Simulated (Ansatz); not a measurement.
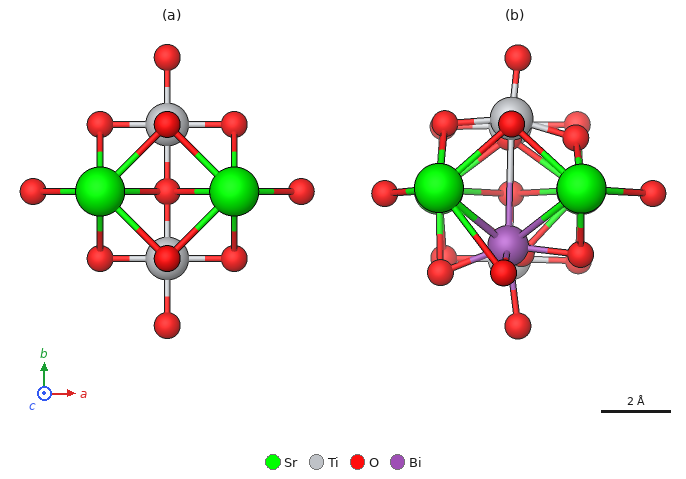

Left: perfect SrTiO3. Right: the same region with a pair of point defects, after relaxing the atoms in a supercell of 40 sites. A ball-and-stick model of the atoms within 4.4 Å of one point, seen along the c axis.

All numbers below come from DFT, PBEsol, PAW, plane waves (Ansatz). (plane-wave cutoff 420 eV; k-point mesh 1 × 1 × 1; mesh shifted by (0.25, 0.25, 0.25); collinear spin) Fermi-Dirac smearing of 0.01 eV. The axes drawn are those of the host's conventional cell.

Which defect is it?

A titanium atom is replaced by bismuth and an oxygen atom is taken out (a vacancy), the two sites 4.4 Å apart.

The charge state of the cell is 0.

What does the relaxation do around it?

In the host the Ti atom has 6 O at 1.95 Å; the Bi atom ends with 5 O at 2.12 to 2.36 Å. Around the empty O site the host had 2 Ti at 1.95 Å; after relaxation the nearest atoms are 2 Ti at 1.91 to 1.94 Å. Of the host's atoms, an oxygen atom moves furthest from its site, by 2.47 Å. The Bi atom itself moves 0.38 Å from where it was put. The cell's net moment is 1.00 μB.

Limits of the set-up: the periodic images lie only 7.8 Å apart, so the values are limited by the cell's size.
